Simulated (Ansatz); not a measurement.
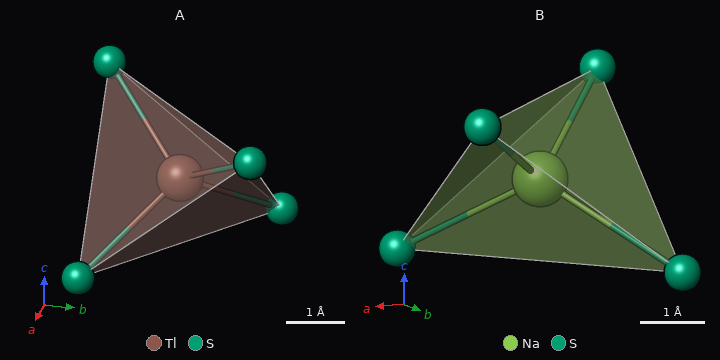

Coordination polyhedra in NaTlS2 (I-42d). Shape measures S are computed against regular polyhedra or, for capped shapes, the nearer of the equal-edge and equal-bond forms. Origin: the geometry relaxed with DFT, r2SCAN, plane waves, PAW (Ansatz 0.2.0); the starting structure was generated, so it need not be a known form of this composition.

Name each polyhedron.

A. TlS4: a slightly distorted tetrahedron (coordination number 4, S = 0.48; next best see-saw, S = 7.4); mean bond 2.54 Å.
B. NaS4: a clearly distorted tetrahedron (coordination number 4, S = 1.38; next best see-saw, S = 6.2); mean bond 2.77 Å.
